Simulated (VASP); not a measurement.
Band structure of Tb (hcp). Method: PBEsol GGA, VASP's PBE PAW potentials (set 64) (plane waves; VASP).

The 4f electrons are frozen in the core of the lanthanide potential, so 4f levels, which can set the real gap, and their magnetism are missing.

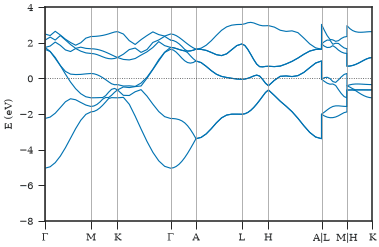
Figure. Bands along high-symmetry lines, zero at the valence-band maximum or, without a gap, the Fermi level

Question: Read the plot: is there a gap, and where are the band edges?

Answer: It has no gap at this level: it comes out as a metal or semimetal. (Edges off the drawn lines would not show.)

The compound is Tb in the hcp structure. It was relaxed first.
